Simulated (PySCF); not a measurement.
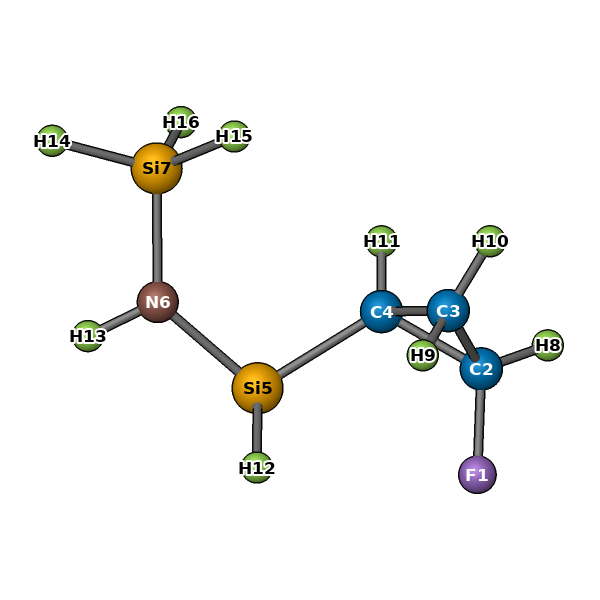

The questions are on Mulliken spin populations. The species is neutral and a spin doublet. Computed geometry: GFN2-xTB optimisation. No frequency run is at hand to confirm it as a minimum. Level of theory: UKS B3LYP, pcH-1 on C F H N Si, non-relativistic (PySCF 2.14.0).

Give the Mulliken spin populations atom by atom.

| atom | value (e) |
| --- | --- |
| F1 | 0.00 |
| C2 | 0.00 |
| C3 | 0.03 |
| C4 | 0.00 |
| Si5 | 0.81 |
| N6 | 0.09 |
| Si7 | 0.01 |
| H8 | 0.00 |
| H9 | 0.00 |
| H10 | 0.01 |
| H11 | 0.00 |
| H12 | 0.06 |
| H13 | −0.01 |
| H14 | 0.00 |
| H15 | 0.00 |
| H16 | 0.00 |

Mulliken values depend strongly on the basis set. The geometry is semi-empirical. Around Si such bond lengths and angles can be off by a tenth of an ångström or more and by several degrees, and values that hang on the shape move with them.
